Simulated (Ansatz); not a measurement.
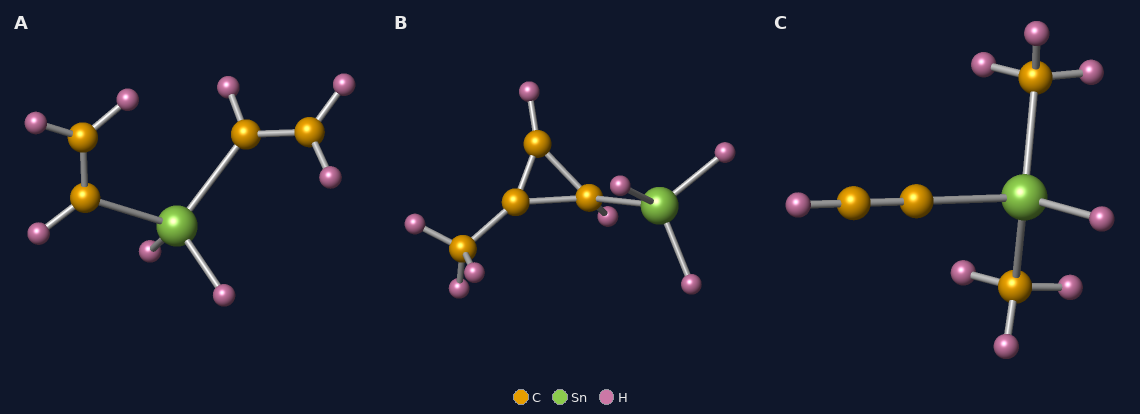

Source: calculation with Ansatz.

Which panel belongs to which SMILES?
(1) CC1=C[C@H]1[SnH3]
(2) C=[CH][SnH2][CH]=C
(3) C#[C][SnH]([CH3])[CH3]

A is (2), B is (1), C is (3).
